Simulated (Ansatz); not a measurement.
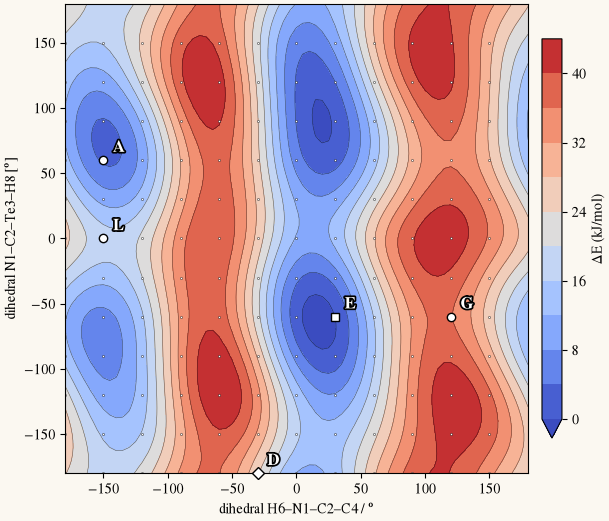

C₂H₄ClNTe, SMILES NC([TeH])=CCl. First axis: dihedral H6–N1–C2–C4. Second axis: dihedral N1–C2–Te3–H8. Nothing is relaxed (all other coordinates rigid). The scan uses a 12 × 12 grid. Energies: kJ/mol, counted from the lowest grid point. The restricted reference is unstable at some or all points, so the energies there are unreliable. Computed with Ansatz 0.2.0, RHF-MP2, frozen core/def2-SVP.

In the figure: filled contours, dots at the grid points, lettered points. Between grid points the surface is interpolated.

### Is E the lowest point of the computed grid?

Yes. E, at dihedral H6–N1–C2–C4 = 30°, dihedral N1–C2–Te3–H8 = −60°, has the lowest energy of the grid.

### Rank the lettered points by energy, lowest first.

E (0.0 kJ/mol), A (3.5 kJ/mol), L (17.5 kJ/mol), D (24.5 kJ/mol), G (36.3 kJ/mol).
